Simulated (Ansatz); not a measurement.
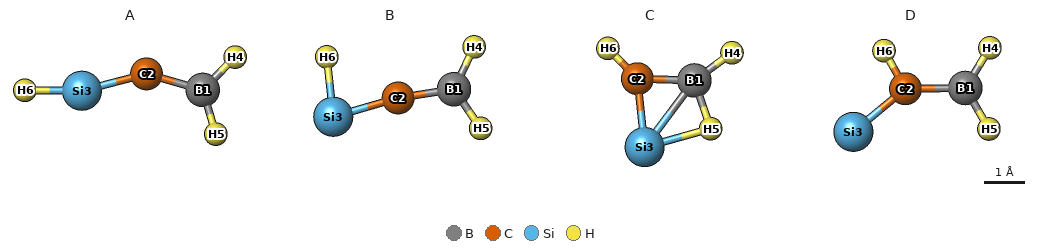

4 geometries from one relaxation of CH3BSi, in shuffled order. The picture is a ball-and-stick view, seen face on.

All numbers below come from RKS PBE0-D4/def2-TZVP in Ansatz 0.2.0. (force threshold 0.005 eV/Å; at most 200 steps)

**Order the frames from highest to lowest energy.**

A, B, D, C. They are steps 0, 9, 22, 34, at +2.996 eV, +2.129 eV, +1.041 eV relative to the last. Over 32 accepted moves (34 points after the start) the energy falls by 2.996 eV. Largest force component: 3 eV/Å at the start, 0.0019 eV/Å at the end. The line search rejected the trial steps at points 15, 19 of the run. The largest move after the best rigid fit is that of H6, 1.93 Å. By element the largest moves are H 1.93 Å, Si 1.80 Å, B 0.76 Å, C 0.75 Å. Some distances before and after: C2–H6 3.121 → 1.076 Å, Si3–H5 3.576 → 1.741 Å, Si3–H6 1.451 → 2.685 Å, B1–Si3 3.069 → 2.120 Å. New bonds form: C2–H6 (3.12 → 1.08 Å), Si3–H5 (3.58 → 1.74 Å). Bonds break: Si3–H6 (1.45 → 2.69 Å). Among the angles between lasting bonds that change: B1–C2–Si3 149.2° → 82.3°, C2–B1–H4 118.5° → 141.7°, C2–B1–H5 122.3° → 110.2°.
